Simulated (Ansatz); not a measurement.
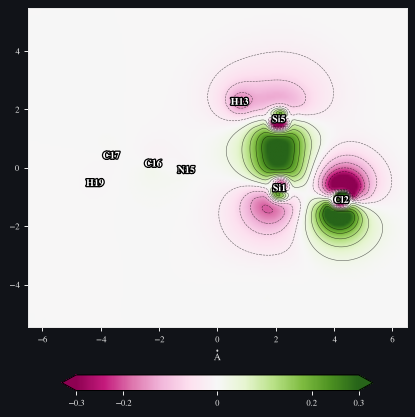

The picture shows: C$_{2}$H$_{12}$ClNSi$_{4}$. The HOMO on the plane of atoms Cl2, Si1 and Si5 (values in Å⁻³ᐟ²; the overall sign is arbitrary).

At this geometry the atoms fall into two loosely joined parts.

Theory: DFT B3LYP, Gaussian basis def2-SVP (Ansatz 0.2.0).

The calculation's input:

```
crystal:
  periodic: [false, false, false]
  atoms:
    - { symbol: Si, position_ang: [-1.420377, -0.637008, -1.218276] }
    - { symbol: Cl, position_ang: [-1.75379, -2.609093, -0.601744] }
    - { symbol: Si, position_ang: [-0.985589, 0.640568, 0.558026] }
    - { symbol: Si, position_ang: [-3.234019, 0.13995, -2.259205] }
    - { symbol: Si, position_ang: [0.316819, -0.572009, -2.616281] }
    - { symbol: H, position_ang: [-0.753151, 2.022629, 0.113722] }
    - { symbol: H, position_ang: [0.213449, 0.132163, 1.240169] }
    - { symbol: H, position_ang: [-2.133238, 0.602692, 1.476154] }
    - { symbol: H, position_ang: [-4.377323, 0.103036, -1.335635] }
    - { symbol: H, position_ang: [-2.988954, 1.52483, -2.687666] }
    - { symbol: H, position_ang: [-3.516582, -0.69833, -3.433484] }
    - { symbol: H, position_ang: [1.513344, -1.078065, -1.928006] }
    - { symbol: H, position_ang: [0.541933, 0.81687, -3.042737] }
    - { symbol: H, position_ang: [0.027397, -1.408918, -3.789868] }
    - { symbol: "N", position_ang: [-0.950431, 2.142647, -2.08728] }
    - { symbol: C, position_ang: [-0.766084, 3.233031, -2.428166] }
    - { symbol: C, position_ang: [-0.532999, 4.611691, -2.859174] }
    - { symbol: H, position_ang: [0.510292, 4.902969, -2.619267] }
    - { symbol: H, position_ang: [-1.236309, 5.28824, -2.331453] }
    - { symbol: H, position_ang: [-0.696157, 4.689736, -3.953772] }
basis:
  gaussian: { orbitals: def2-SVP }
hamiltonian:
  xc: b3lyp
relax:
  f_tol: 0.004
  max_steps: 300
output:
  orbitals: {}
```

Command:

```sh
ansatz run input.yaml --threads 4 --pin off --max-ram 10240MiB --backend cpu --events-out ev --progress --plain --runs-dir out
```

The fields are those of the relaxed geometry.

Where does this orbital lie, and at what energy?

It lies mainly on Cl2 (about 30 %), Si1 (about 20 %), Si4 (about 15 %) and Si5 (about 15 %). It is one of a degenerate set, so its orientation is arbitrary. Its energy is −7.10 eV.
